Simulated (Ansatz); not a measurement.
# BrH₆NSi₂: what the fields show

Input

```
crystal:
  periodic: [false, false, false]
  atoms:
    - { symbol: Si, position_ang: [-0.3692, -0.0882, -0.6245] }
    - { symbol: Br, position_ang: [1.9173, 0.8431, -1.7174] }
    - { symbol: "N", position_ang: [0.4346, -1.5516, -0.8314] }
    - { symbol: H, position_ang: [1.5016, -1.0948, -1.4854] }
    - { symbol: H, position_ang: [-1.2654, 0.4516, -1.6582] }
    - { symbol: Si, position_ang: [-0.5265, 0.8237, 1.4962] }
    - { symbol: H, position_ang: [0.0718, -2.4528, -1.0935] }
    - { symbol: H, position_ang: [-0.5434, 2.288, 1.4409] }
    - { symbol: H, position_ang: [0.5675, 0.411, 2.375] }
    - { symbol: H, position_ang: [-1.7883, 0.3698, 2.0984] }
basis:
  gaussian: { orbitals: def2-SVP }
hamiltonian:
  xc: pbe0
  dispersion: d4
relax:
  f_tol: 0.15
  max_steps: 25
  restrain:
    - { distance: [3, 1], at: 2.81, k: 30.0 }
    - { distance: [0, 1], at: 2.31, k: 30.0 }
    - { distance: [3, 2], at: 1.02, k: 30.0 }
output:
  orbitals: {}
```

Run with:

```sh
ansatz run input.yaml --threads 2 --pin off --max-ram 3072MiB --backend cpu --events-out ev --progress --plain --runs-dir out
```

The fields are those of the run's last geometry, not of the input's.

Not at a stationary point (largest force 0.7 eV/Å).

Theory: RKS PBE0-D4/def2-SVP (Ansatz 0.2.0).

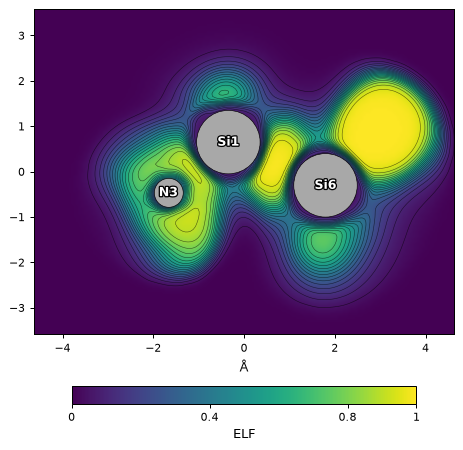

Figure 1. Electron localisation function on the plane of atoms N3, Si1 and Si6. Grey discs cover the atomic cores.

Question: What do the fields say about this system?

Answer:
- The section cuts through Si and N sites.
- Si–N (1.72 Å): the ELF peaks at about 0.90 between the atoms, as expected for a polar covalent bond.
- Si–Si (2.34 Å): the ELF peaks at about 1 between the atoms: a shared electron pair.
- The ELF also peaks beside N3, away from the bonds: lone-pair regions.

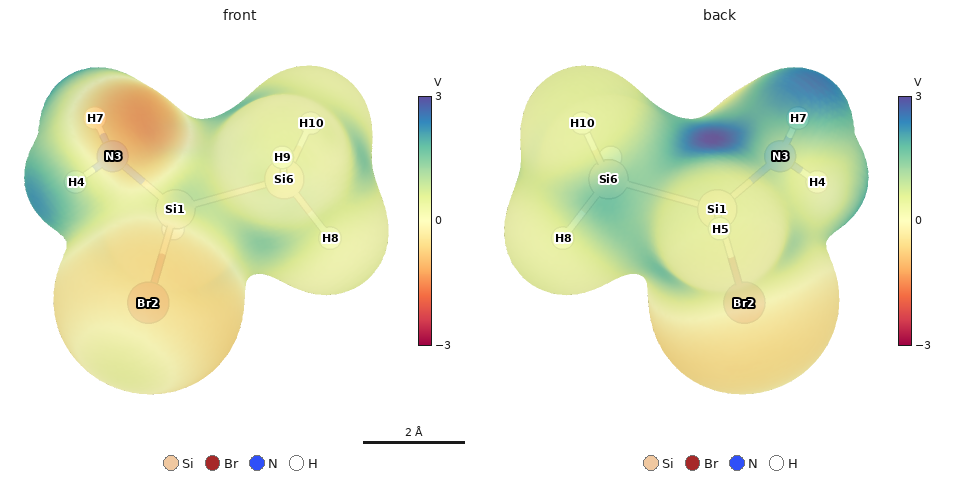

Figure 2. The molecular electrostatic potential painted on the density surface at 0.004 e/bohr³, seen from the front and from behind; the colour scale runs from red (negative) to blue (positive).

Question: Which sites attract a positive test charge, and which a negative one?

Answer: A positive charge is drawn to the negative regions and a negative charge to the positive ones. The most negative region (about −1.3 V) lies over N3, the most positive (about +2.8 V) over Si1. Br2 shows a σ-hole: about +0.4 V at the tip opposite its bond, against about −0.5 V on its flanks. N3 is the likeliest acceptor of a hydrogen bond.

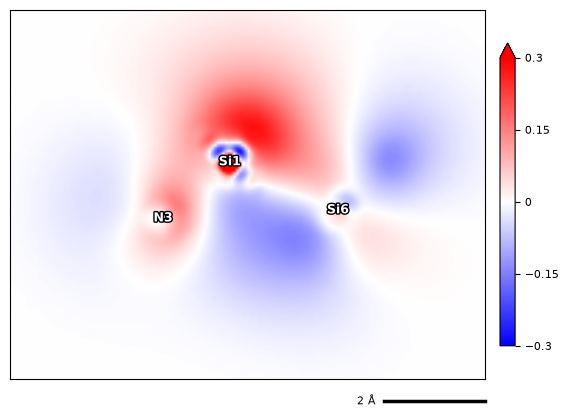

Figure 3. The LUMO on the plane of atoms N3, Si1 and Si6 (values in Å⁻³ᐟ²; the overall sign is arbitrary).

Question: Describe this orbital and give its energy.

Answer: Its weight (Hirshfeld) is mainly on Si1 (about 45 %), Br2 (about 20 %) and Si6 (about 15 %). Its energy is −0.60 eV.
